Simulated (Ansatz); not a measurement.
**C₂H₅NO₂Si: density, localisation and related maps**

The calculation's input:

```
crystal:
  periodic: [false, false, false]
  atoms:
    - {symbol: C, position_ang: [-0.338032, -0.834984, 1.258358]}
    - {symbol: Si, position_ang: [0.373914, 0.088728, -0.170881]}
    - {symbol: O, position_ang: [1.961605, 0.382814, 0.001696]}
    - {symbol: N, position_ang: [-0.144019, -0.346982, -1.795078]}
    - {symbol: C, position_ang: [-0.745106, 0.779269, -1.735141]}
    - {symbol: O, position_ang: [-0.535674, 1.494039, -0.582148]}
    - {symbol: H, position_ang: [0.130313, -1.817287, 1.357366]}
    - {symbol: H, position_ang: [-1.409778, -0.980924, 1.112055]}
    - {symbol: H, position_ang: [-0.192122, -0.288227, 2.193729]}
    - {symbol: H, position_ang: [2.373664, 0.233555, 0.852826]}
    - {symbol: H, position_ang: [-1.409365, 1.233001, -2.472183]}
basis:
  gaussian: {orbitals: def2-TZVPP}
hamiltonian: {xc: pbe0, dispersion: d4}
output: {orbitals: {seedname: orbitals}}
```

Run with:

```sh
ansatz run in.yaml --threads 4 --pin off --events-out ev --progress --plain --max-ram 10444MiB
```

Geometry: PBE0-D4/def2-TZVP.

All numbers below come from Ansatz, RKS PBE0-D4/def2-TZVPP.

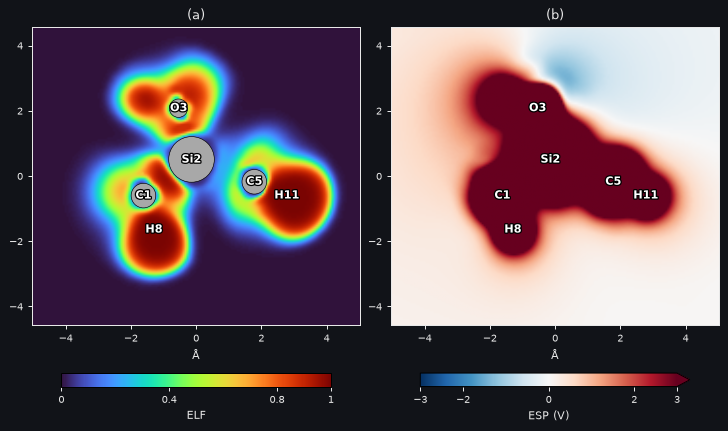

Figure 1. (a) ELF; (b) electrostatic potential on the plane of atoms C1, Si2 and C5. Grey discs cover the atomic cores in the ELF map.

### Describe what can be read from this map.

The plane passes through C, Si, O and H nuclei. Si–O (1.62 Å): the ELF peaks at about 0.90 between the atoms, as expected for a short, strongly polar bond. C–Si (1.84 Å): the ELF peaks at about 0.95 between the atoms; a covalent bond. The ELF also peaks beside O3, away from the bonds: lone-pair regions. Outside the dense part of the molecule the potential is most negative (−1.4 V) near O3.

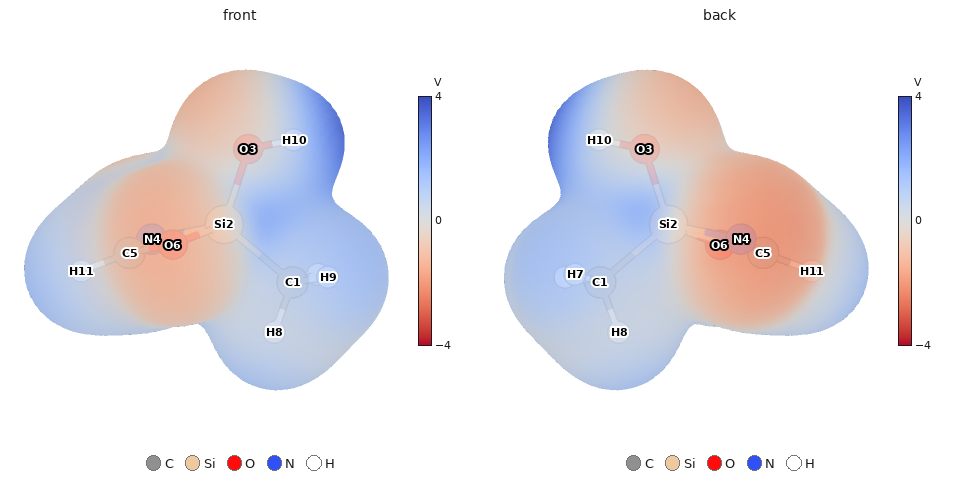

Figure 2. The molecular electrostatic potential painted on the density surface at 0.002 e/bohr³, seen from the front and from behind; the colour scale runs from red (negative) to blue (positive).

### Describe the electrostatic potential map.

The most negative region (about −2.0 V) lies over N4, the most positive (about +3.1 V) over H10. N4 is the likeliest acceptor of a hydrogen bond.

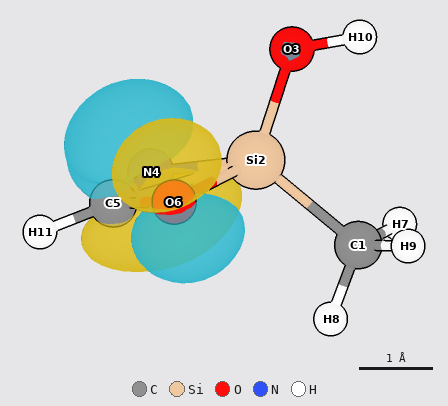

Figure 3. The HOMO−1 at ±0.15 Å⁻³ᐟ² (yellow and cyan are the two phases), seen at a tilt.

### Describe this orbital and give its energy.

By Hirshfeld shares it lies mainly on N4 (about 40 %), O6 (about 35 %) and C5 (about 15 %); largely a combination of lone pairs on N4 and O6. Its energy is −7.99 eV.
